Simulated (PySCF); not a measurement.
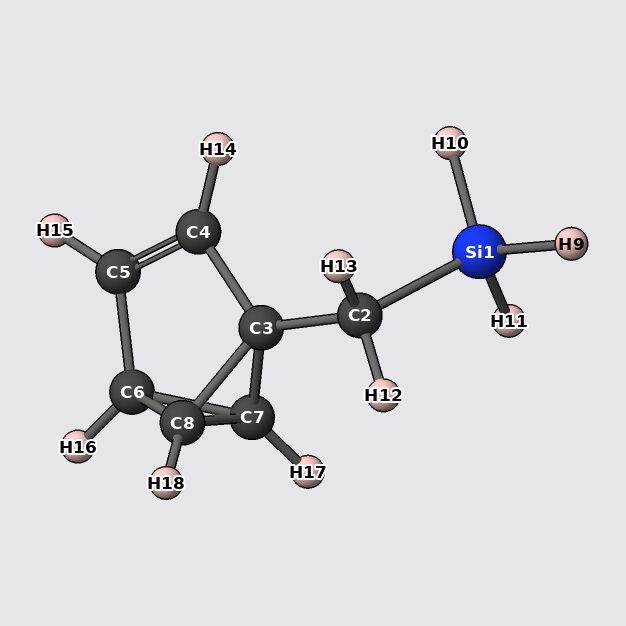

The questions are on isotropic NMR shieldings of the C atoms. The geometry was computed by an optimisation with GFN2-xTB. No frequency run is at hand to confirm it as a minimum. Properties computed with GIAO PBE0/pcSseg-1 NMR shielding, non-relativistic, gas phase (PySCF 2.14.0).

List the isotropic NMR shieldings of the C atoms.

| atom | σ (ppm) |
| --- | --- |
| C2 | 176.9 |
| C3 | 137.7 |
| C4 | 44.8 |
| C5 | 41.7 |
| C6 | 149.8 |
| C7 | 129.5 |
| C8 | 125.8 |

The geometry is semi-empirical. Around Si such bond lengths and angles can be off by a tenth of an ångström or more and by several degrees, and values that hang on the shape move with them.
